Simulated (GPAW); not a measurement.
The O K edge of atom 3 in SnO2 (Cassiterite, P4_2/mnm), with 3 Sn at 2.05 Å (distorted trigonal planar, site symmetry m2m), was computed in 3 ways: full core hole (charged cell), half core hole and no core hole. Program and functional: GPAW, LDA, Gaussian full width 0.9 eV up to 4 eV, rising linearly to 3.5 eV at 25 eV; cells of 6 and 24 atoms (the run without a hole in the smaller).

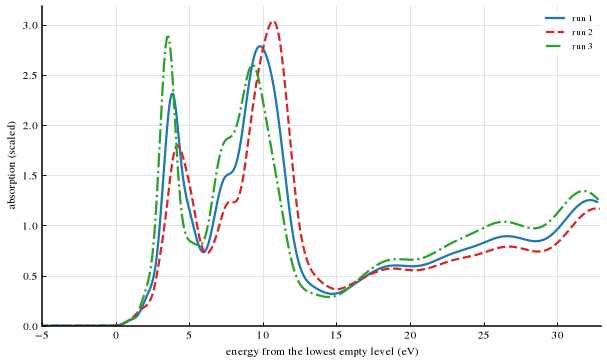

Each run is counted from its own lowest empty level or Fermi level and scaled to a mean of 1 over its first 20 eV.

**Question.** Which run is which?

Run 1: half core hole (area from −2 to 6 eV 5.0, main maxima 3.9 eV (2.31) and 9.8 eV (2.79)). Run 2: no core hole (area from −2 to 6 eV 4.4, main maxima 4.2 eV (1.80) and 10.7 eV (3.04)). Run 3: full core hole (charged cell) (area from −2 to 6 eV 5.6, main maxima 3.6 eV (2.88) and 9.3 eV (2.60)). With each curve scaled to its own mean, the area from −2 to 6 eV with the hole is 5.6 against 4.4, and the centre of weight from −1 to 20 eV moves by -0.9 eV: the hole pulls the absorber's empty states down.

[Hosts, paths, dates, database ids (printed as entryN), source tags and the programs' standing remarks are cut or masked in the printed files.]

[Lists of maxima count a maximum above −3 eV only where it reaches 4 % of the highest in the window and stands out from its surroundings by 2 % of it (1.5 % where it reaches 55 %); shoulders and weaker maxima are passed over, and of the rest the first, up to two pre-edge ones and the few strongest are named.]
